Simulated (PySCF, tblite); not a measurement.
**C4H4F2: geometry, infrared bands, NMR shifts and spin-spin couplings**

Aim: predict the infrared bands, NMR shifts and spin-spin couplings of C4H4F2 (`F/C=C\C=C/F`).

The runs use tblite 0.8.0 and PySCF 2.14.0, with density-fitted response routines of our own; the level of theory stands in each step. All values are computed, except where a source is named. Atoms count from 0, in the outputs and in this text.

## 1. The starting structure

10 atoms, charge 0, multiplicity 1; geometry from: force field or distance geometry start.

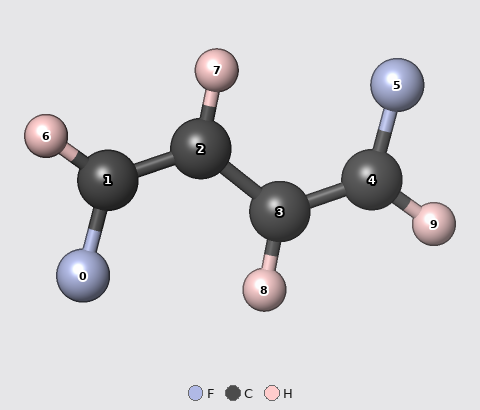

The starting geometry (fluorine light blue, carbon dark grey, hydrogen pink), atoms numbered; sticks join atoms by distance.

## 2. Geometry optimisation with GFN2-xTB

Job settings and geometry (Å):

```
{"job": {"kind": "relax", "xc": "GFN2-xTB", "basis": "xTB"}, "charge": 0, "multiplicity": 1}
F     -1.934500    -1.258800    -0.985400
C     -1.819100    -0.156200    -0.222100
C     -0.618700     0.303500     0.182300
C      0.626200    -0.300000    -0.191000
C      1.812200     0.158700     0.216200
F      1.937100     1.254900     0.978400
H     -2.777900     0.264800     0.026800
H     -0.586800     1.202000     0.807100
H      0.597100    -1.200900    -0.805200
H      2.773400    -0.263300    -0.029700
```

The run is started by

```bash
> OMP_NUM_THREADS=1 python probes_run.py task.json out
```

One launch serves the whole session: the jobs run in the order shown.

The program printed:

```text
step      E/eV     max force
  0    -544.46589    1.131
  1    -544.47835    0.722
  2    -544.48464    0.208
  3    -544.48643    0.094
  4    -544.48737    0.059
  5    -544.48756    0.044
  6    -544.48775    0.039
  7    -544.48786    0.032
  8    -544.48794    0.026
  9    -544.48800    0.019
 10    -544.48804    0.018
 11    -544.48807    0.013
 12    -544.48809    0.011
 13    -544.48810    0.014
 14    -544.48812    0.017
 15    -544.48813    0.013
 16    -544.48814    0.006
```

It took 0.06 s on 1 thread of Arm Neoverse V1, shared host.

Along the way:

| step | energy from step 0 (eV) | largest force (eV/Å) |
| --- | --- | --- |
| 0 | 0.0000 | 1.1309 |
| 1 | -0.0125 | 0.7220 |
| 2 | -0.0188 | 0.2081 |
| 3 | -0.0205 | 0.0943 |
| 4 | -0.0215 | 0.0586 |
| 5 | -0.0217 | 0.0440 |
| 6 | -0.0219 | 0.0391 |
| 7 | -0.0220 | 0.0321 |
| 8 | -0.0221 | 0.0263 |
| 9 | -0.0221 | 0.0186 |
| 10 | -0.0222 | 0.0185 |
| 11 | -0.0222 | 0.0127 |
| 12 | -0.0222 | 0.0110 |
| 13 | -0.0222 | 0.0137 |
| 14 | -0.0222 | 0.0168 |
| 15 | -0.0222 | 0.0125 |
| 16 | -0.0223 | 0.0057 |

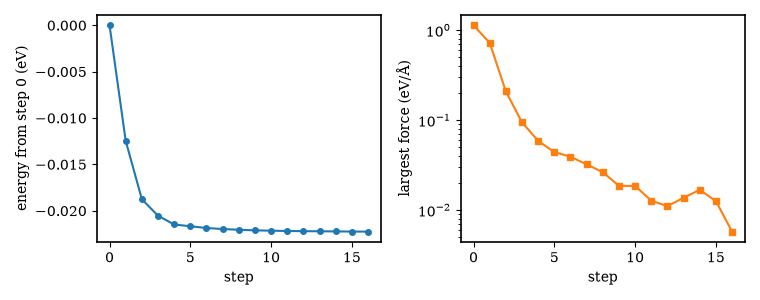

Energy and force, step by step.

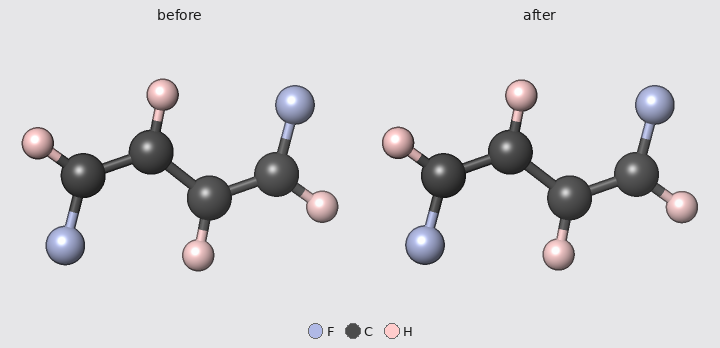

The geometry before (left) and after (right).

Close pairs (by a distance rule), those that changed most:

| bond | before (Å) | after (Å) | change (Å) |
| --- | --- | --- | --- |
| C1–C2 | 1.348 | 1.329 | -0.018 |
| C2–H7 | 1.095 | 1.079 | -0.016 |
| C3–H8 | 1.091 | 1.079 | -0.012 |
| C2–C3 | 1.433 | 1.444 | +0.011 |
| C3–C4 | 1.335 | 1.329 | -0.006 |
| F0–C1 | 1.346 | 1.342 | -0.004 |
| C1–H6 | 1.076 | 1.079 | +0.003 |
| C4–F5 | 1.341 | 1.342 | +0.001 |

The final coordinates are the input of the step that follows.

## 3. Harmonic vibrations with GFN2-xTB

Job settings and geometry (Å):

```
{"job": {"kind": "ir", "xc": "GFN2-xTB", "basis": "xTB"}, "charge": 0, "multiplicity": 1}
F     -1.936288    -1.251769    -0.985531
C     -1.812500    -0.159487    -0.215818
C     -0.629558     0.304363     0.174282
C      0.631619    -0.303715    -0.178966
C      1.814419     0.160360     0.211219
F      1.937667     1.253032     0.980262
H     -2.770528     0.271288     0.031976
H     -0.604069     1.187744     0.792979
H      0.605444    -1.187270    -0.797229
H      2.772676    -0.269891    -0.035700
```

The program printed:

```text
mode    cm-1     km/mol
  1      76.5      5.74
  2     152.4      8.92
  3     215.2      0.00
  4     310.3     20.17
  5     511.8      0.00
  6     584.2     12.22
  7     722.2      0.00
  8     755.1     12.97
  9     820.8      0.00
 10     854.6      0.00
 11     907.8      5.37
 12     977.6      0.00
 13    1038.0    300.10
 14    1131.3      0.00
 15    1187.1     51.18
 16    1238.4      0.01
 17    1264.6     34.33
 18    1344.4      0.00
 19    1668.7    191.36
 20    1676.4      0.00
 21    3090.6      3.77
 22    3092.8     13.04
 23    3103.5      0.01
 24    3116.3     24.77
```

Run time: 0.17 s. Hardware: 1 thread of Arm Neoverse V1, shared host.

Which atoms move in the most intense modes:

| cm⁻¹ | km/mol | atoms |
| --- | --- | --- |
| 310 | 20.2 | C1 22 %, C4 22 %, H9 14 %, H6 14 % |
| 755 | 13.0 | H9 30 %, H6 30 %, C4 13 %, C1 13 % |
| 1038 | 300.1 | F0 17 %, C1 17 %, F5 17 %, C4 17 % |
| 1187 | 51.2 | H8 22 %, H7 22 %, H9 19 %, H6 19 % |
| 1265 | 34.3 | H6 27 %, H9 27 %, H8 11 %, H7 11 % |
| 1669 | 191.4 | C4 27 %, C1 27 %, C3 21 %, C2 21 % |
| 3093 | 13.0 | H9 71 %, H8 12 % |
| 3116 | 24.8 | H8 45 %, H7 39 % |

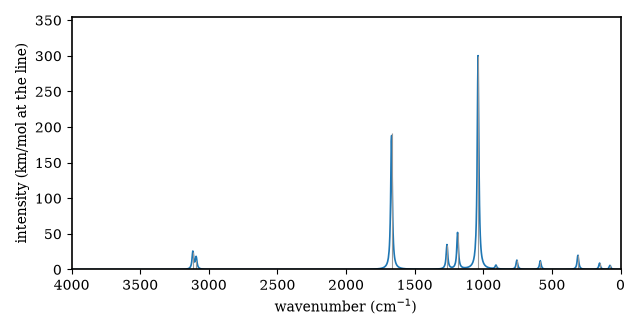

The infrared spectrum from these modes, unscaled. Lines are broadened to a width of 14 cm⁻¹ (Lorentzian).

## 4. Shielding tensors: PBE0/pcSseg-1

Settings changed since step 3:

```diff
@@ -1,2 +1,2 @@
-{"job": {"kind": "ir", "xc": "GFN2-xTB", "basis": "xTB"}, "charge": 0, "multiplicity": 1}
+{"job": {"kind": "nmr", "xc": "PBE0", "basis": "pcSseg-1"}, "charge": 0, "multiplicity": 1}
 F     -1.936288    -1.251769    -0.985531
```

With the program's defaults for keys left out, this is: GIAO PBE0/pcSseg-1 NMR shielding, non-relativistic, gas phase.

The program printed:

```text
coarse grid: 9000 points
cycle   1  E = -353.9487487387  dE =  8.286e-01  |g| = 5.679e-01  |ddm| = 2.830e+00
cycle   2  E = -353.9051019370  dE =  4.365e-02  |g| = 7.695e-01  |ddm| = 9.285e-01
cycle   3  E = -354.0048289371  dE = -9.973e-02  |g| = 6.040e-02  |ddm| = 5.541e-01
cycle   4  E = -354.0055369365  dE = -7.080e-04  |g| = 2.342e-02  |ddm| = 5.655e-02
cycle   5  E = -354.0056394790  dE = -1.025e-04  |g| = 9.910e-03  |ddm| = 2.482e-02
cycle   6  E = -354.0056589171  dE = -1.944e-05  |g| = 2.655e-03  |ddm| = 1.106e-02
cycle   7  E = -354.0056605884  dE = -1.671e-06  |g| = 1.969e-04  |ddm| = 2.040e-03
final grid: 89528 points
cycle   8  E = -354.0549913698  dE = -3.187e-05  |g| = 6.444e-03  |ddm| = 2.258e-02
cycle   9  E = -354.0549861757  dE =  5.194e-06  |g| = 8.798e-03  |ddm| = 1.140e-02
cycle  10  E = -354.0550005492  dE = -1.437e-05  |g| = 1.262e-03  |ddm| = 7.072e-03
cycle  11  E = -354.0550008394  dE = -2.901e-07  |g| = 2.167e-04  |ddm| = 1.267e-03
cycle  12  E = -354.0550008464  dE = -7.024e-09  |g| = 1.313e-04  |ddm| = 2.276e-04
cycle  13  E = -354.0550008504  dE = -4.011e-09  |g| = 1.054e-05  |ddm| = 9.542e-05
cycle  14  E = -354.0550008504  dE = -2.581e-11  |g| = 7.111e-07  |ddm| = 9.021e-06
converged SCF energy = -354.0550008504

GIAO shielding tensors (ppm)
atom      isotropic    diamagn.    paramagn.     s11        s22        s33       span
  0 F      294.442     474.205    -179.764    186.633    268.125    428.567    241.933
  1 C       28.736     246.298    -217.561    -53.338     60.538     79.009    132.348
  2 C       77.320     256.427    -179.106    -30.873     95.688    167.146    198.019
  3 C       77.346     256.419    -179.073    -30.821     95.672    167.186    198.006
  4 C       28.759     246.275    -217.516    -53.291     60.514     79.053    132.344
  5 F      294.449     474.211    -179.762    186.670    268.035    428.643    241.973
  6 H       24.906      28.400      -3.494     21.837     25.880     27.000      5.163
  7 H       25.630      31.601      -5.971     23.496     24.414     28.981      5.486
  8 H       25.630      31.597      -5.967     23.496     24.413     28.981      5.485
  9 H       24.909      28.402      -3.493     21.841     25.885     27.000      5.159
```

Run time: 8.2 s. Hardware: 1 thread of Arm Neoverse V1, shared host; peak memory 0.55 GiB.

The references, computed at this level on geometries of the same kind, shield at (ppm): 1H TMS 31.72, 13C TMS 186.9, 19F CFCl3 170.9. Their shielding less the atom's gives the shift. The references are single molecules in the gas phase, so shifts against H2O, NH3, PH3, H3PO4 or CFCl3 are not on the usual liquid scales and can be off by tens of ppm. Atoms listed in one row are averaged.

| atoms | environment | σ (ppm) | δ (ppm) | δ scaled to CDCl3 |
| --- | --- | --- | --- | --- |
| C1, C4 | alkene CH | 28.7 | 158.2 | 152.5 |
| C2, C3 | alkene CH | 77.3 | 109.6 | 105.0 |
| H6, H9 | hydrogen on an alkene CH | 24.91 | 6.81 | 6.53 |
| H7, H8 | hydrogen on an alkene CH | 25.63 | 6.09 | 5.84 |
| F0, F5 | vinylic fluorine | 294.4 | -123.5 | – |

The scaled column applies a straight-line fit of computed shieldings to shifts measured in CDCl3, and one for carbons that bear F (root-mean-square error 0.16 ppm for H, 1.9 ppm for C).

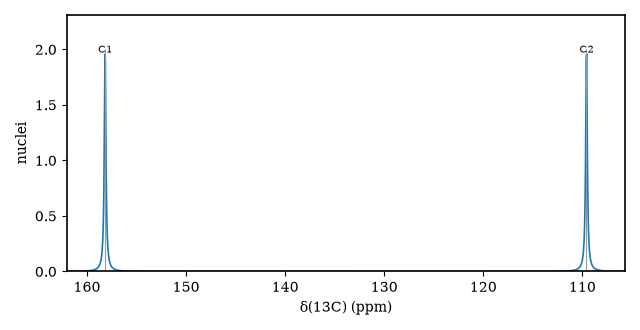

13C lines at the computed shifts, without couplings. Lines are broadened to a width of 0.19 ppm (Lorentzian).

Charges from the same density, by scheme (e):

| atoms | Mulliken | IAO | Hirshfeld | ESP fit |
| --- | --- | --- | --- | --- |
| F0, F5 | -0.28 | -0.27 | -0.08 | -0.11 |
| C1, C4 | 0.28 | 0.14 | 0.04 | -0.04 |
| C2, C3 | -0.24 | -0.21 | -0.08 | -0.17 |

Mulliken charges:

| atom | value (e) |
| --- | --- |
| F0 | -0.28 |
| C1 | 0.27 |
| C2 | -0.24 |
| C3 | -0.24 |
| C4 | 0.28 |
| F5 | -0.28 |
| H6 | 0.11 |
| H7 | 0.13 |
| H8 | 0.13 |
| H9 | 0.11 |

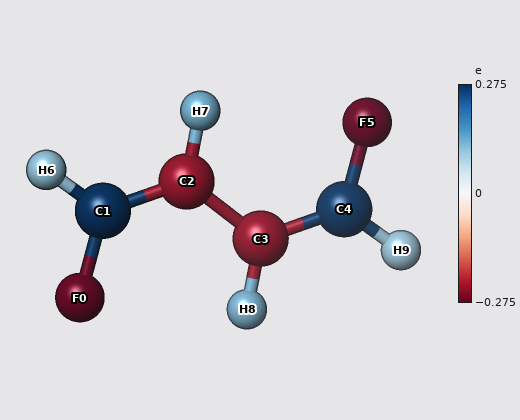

Mulliken charges, as colours on the atoms.

Mayer bond orders: F0–C1 0.97, C1–C2 1.81, C2–C3 1.08, C3–C4 1.81, C4–F5 0.97.

## 5. J couplings: B3LYP/pcJ-1

Settings changed since step 4:

```diff
@@ -1,2 +1,2 @@
-{"job": {"kind": "nmr", "xc": "PBE0", "basis": "pcSseg-1"}, "charge": 0, "multiplicity": 1}
+{"job": {"kind": "j", "xc": "B3LYP", "basis": "pcJ-1"}, "charge": 0, "multiplicity": 1}
 F     -1.936288    -1.251769    -0.985531
```

With the program's defaults for keys left out, this is: B3LYP/pcJ-1 indirect spin-spin coupling, non-relativistic, gas phase.

The program printed:

```text
coarse grid: 9000 points
cycle   1  E = -354.3590923756  dE =  7.663e-01  |g| = 6.223e-01  |ddm| = 2.727e+00
cycle   2  E = -354.2928217320  dE =  6.627e-02  |g| = 8.921e-01  |ddm| = 1.032e+00
cycle   3  E = -354.4225607408  dE = -1.297e-01  |g| = 7.849e-02  |ddm| = 6.185e-01
cycle   4  E = -354.4236951902  dE = -1.134e-03  |g| = 3.167e-02  |ddm| = 7.017e-02
cycle   5  E = -354.4238848973  dE = -1.897e-04  |g| = 1.299e-02  |ddm| = 3.078e-02
cycle   6  E = -354.4239163371  dE = -3.144e-05  |g| = 3.851e-03  |ddm| = 1.298e-02
cycle   7  E = -354.4239197543  dE = -3.417e-06  |g| = 2.291e-04  |ddm| = 2.884e-03
final grid: 89528 points
cycle   8  E = -354.4773348139  dE = -1.423e-04  |g| = 6.674e-03  |ddm| = 1.490e-02
cycle   9  E = -354.4773249654  dE =  9.849e-06  |g| = 1.033e-02  |ddm| = 1.109e-02
cycle  10  E = -354.4773425692  dE = -1.760e-05  |g| = 1.040e-03  |ddm| = 7.616e-03
cycle  11  E = -354.4773427293  dE = -1.601e-07  |g| = 5.189e-04  |ddm| = 1.241e-03
cycle  12  E = -354.4773427822  dE = -5.281e-08  |g| = 1.939e-04  |ddm| = 4.361e-04
cycle  13  E = -354.4773427911  dE = -8.904e-09  |g| = 1.095e-05  |ddm| = 1.371e-04
cycle  14  E = -354.4773427911  dE = -2.547e-11  |g| = 1.124e-06  |ddm| = 9.753e-06
converged SCF energy = -354.4773427911

Indirect spin-spin couplings (Hz)
  i      j    bonds     total        FC       PSO       DSO        SD
  0 F    1 C    1   -341.960  -323.907   -14.341     0.660    -4.373
  0 F    2 C    2      0.650    15.296   -26.764    -0.259    12.377
  0 F    3 C    3      3.416     9.753    -2.030     0.059    -4.365
  0 F    4 C    4     11.468     4.250    -1.797    -0.193     9.208
  0 F    5 F    5     22.499     5.487    -6.508    -0.828    24.348
  0 F    6 H    2     89.638    88.837     5.054    -1.812    -2.441
  0 F    7 H    3     35.021    40.076    -3.787    -2.313     1.045
  0 F    8 H    4      0.777     1.371    -1.208     1.079    -0.465
  0 F    9 H    5     -2.602    -2.151     0.430    -0.769    -0.112
  1 C    2 C    1     92.678   101.149    -8.715     0.244         -
  1 C    3 C    2     -3.213    -3.250     0.044    -0.007         -
  1 C    4 C    3      7.815     6.818     1.067    -0.069         -
  1 C    5 F    4     11.475     4.256    -1.798    -0.193     9.210
  1 C    6 H    1    209.031   208.441    -0.399     0.990         -
  1 C    7 H    2     11.759    13.282    -1.240    -0.284         -
  1 C    8 H    3      5.402     5.760    -0.339    -0.019         -
  1 C    9 H    4     -1.367    -1.566     0.533    -0.333         -
  2 C    3 C    1     60.395    63.054    -2.913     0.253         -
  2 C    4 C    2     -3.216    -3.253     0.044    -0.007         -
  2 C    5 F    3      3.447     9.787    -2.033     0.059    -4.366
  2 C    6 H    2     15.021    16.088    -0.586    -0.481         -
  2 C    7 H    1    168.520   167.188     0.361     0.971         -
  2 C    8 H    2     -0.154     0.346    -0.279    -0.220         -
  2 C    9 H    3      7.552     7.661     0.370    -0.479         -
  3 C    4 C    1     92.714   101.184    -8.715     0.244         -
  3 C    5 F    2      0.691    15.319   -26.752    -0.259    12.383
  3 C    6 H    3      7.550     7.659     0.370    -0.478         -
  3 C    7 H    2     -0.143     0.356    -0.278    -0.221         -
  3 C    8 H    1    168.533   167.202     0.361     0.971         -
  3 C    9 H    2     15.031    16.098    -0.585    -0.482         -
  4 C    5 F    1   -341.829  -323.759   -14.350     0.660    -4.380
  4 C    6 H    4     -1.366    -1.566     0.533    -0.333         -
  4 C    7 H    3      5.398     5.756    -0.339    -0.019         -
  4 C    8 H    2     11.776    13.300    -1.239    -0.284         -
  4 C    9 H    1    208.984   208.395    -0.400     0.990         -
  5 F    6 H    5     -2.603    -2.151     0.429    -0.769    -0.112
  5 F    7 H    4      0.780     1.375    -1.209     1.079    -0.464
  5 F    8 H    3     35.014    40.064    -3.782    -2.314     1.046
  5 F    9 H    2     89.625    88.831     5.049    -1.811    -2.443
  6 H    7 H    3      5.976     6.219     0.258    -0.502         -
  6 H    8 H    4     -1.303    -1.096     1.749    -1.957         -
  6 H    9 H    5      1.961     2.011     1.347    -1.397         -
  7 H    8 H    3     12.005    12.149     2.781    -2.925         -
  7 H    9 H    4     -1.304    -1.096     1.750    -1.957         -
  8 H    9 H    3      5.970     6.213     0.263    -0.506         -
```

It took 22 s on 1 thread of Arm Neoverse V1, shared host; peak memory 0.8 GiB.

A choice of the couplings up to four bonds, sorted by the number of bonds, with means over like pairs; isotopes 13C, 19F, 1H:

| pair | bonds | J (Hz) | Fermi contact (Hz) | dihedral (°) |
| --- | --- | --- | --- | --- |
| F0–C1 | 1 | -341.9 | -323.8 | – |
| C1–H6 | 1 | 209.0 | 208.4 | – |
| C2–H7 | 1 | 168.5 | 167.2 | – |
| C1–C2 | 1 | 92.7 | 101.2 | – |
| C2–C3 | 1 | 60.4 | 63.1 | – |
| F0–H6 | 2 | 89.6 | 88.8 | – |
| C2–H6 | 2 | 15.0 | 16.1 | – |
| C1–H7 | 2 | 11.8 | 13.3 | – |
| C1–C3 | 2 | -3.2 | -3.3 | – |
| F0–H7 | 3 | 35.0 | 40.1 | -180 |
| H7–H8 | 3 | 12.0 | 12.1 | 180 |
| C1–C4 | 3 | 7.8 | 6.8 | 180 |
| C2–H9 | 3 | 7.6 | 7.7 | -180 |
| H6–H7 | 3 | 6.0 | 6.2 | 0 |
| C1–H8 | 3 | 5.4 | 5.8 | 0 |
| F0–C3 | 3 | 3.4 | 9.8 | 0 |
| F0–C4 | 4 | 11.5 | 4.3 | – |
| C1–H9 | 4 | -1.4 | -1.6 | – |
| H6–H8 | 4 | -1.3 | -1.1 | – |

The spin-dipole term was solved for some atoms only; pairs without it lack that part.

Shifts (PBE0/pcSseg-1, unscaled) and these couplings together give the proton spectrum at 600 MHz below.

1H NMR δ 6.81 (m, 2H), 6.09 (ddd, J = 35.0, 6.0, 1.3 Hz, 2H). The letters are first-order; like nuclei with unlike couplings give more lines.

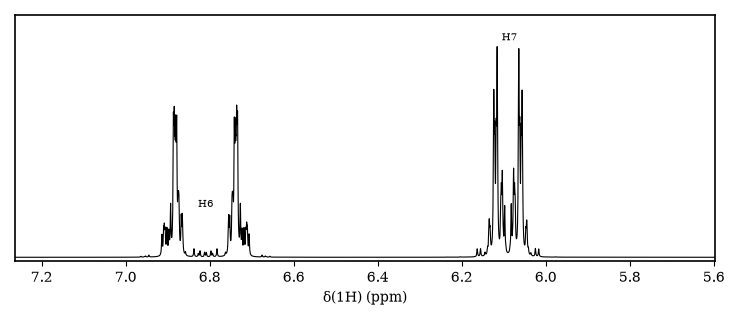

Simulated proton spectrum at 600 MHz, by exact diagonalisation of each spin system; lines 1.2 Hz wide, exchangeable protons uncoupled.

## 6. Outcome

| quantity | value |
| --- | --- |
| strongest single infrared mode (GFN2-xTB) | 1038 cm⁻¹, 300 km/mol |
| zero-point energy (GFN2-xTB) | 42.7 kcal/mol |
| 13C shifts against TMS (PBE0/pcSseg-1, means over atoms taken as alike) | 158.2, 109.6 ppm |
| 1H shifts against TMS (PBE0/pcSseg-1, means over atoms taken as alike) | 6.81, 6.09 ppm |
| 19F shifts against CFCl3 (PBE0/pcSseg-1, means over atoms taken as alike) | -123.5 ppm |
| largest coupling of the table (B3LYP/pcJ-1) | 1J(F,C) F0–C1, -341.9 Hz |

What this shows: Over 16 steps the energy fell by 0.022 eV; of the close pairs, C1–C2 changed most, 1.348 to 1.329 Å. No mode is imaginary among the 24: a minimum at this level. The strongest single mode, at 1038 cm⁻¹, has its largest shares on F0, C1, F5 and C4 (the list is cut at 4 atoms). GFN2-xTB is a fitted tight-binding method: band positions and strengths are rough. Its intensities can rank the bands wrongly. At PBE0/pcSseg-1: Shielding is most anisotropic at F0, F5 (span 242 ppm, paramagnetic term -180 ppm). Of the pairs tabulated at B3LYP/pcJ-1, F0–C1 (mean over like pairs) couples most strongly (-341.9 Hz; Fermi contact -323.8 Hz). Couplings across rotatable bonds belong to this one conformer; where others are populated, the observed values are averages. Density functionals describe couplings to fluorine poorly, F–F couplings above all, so those rows are rough.
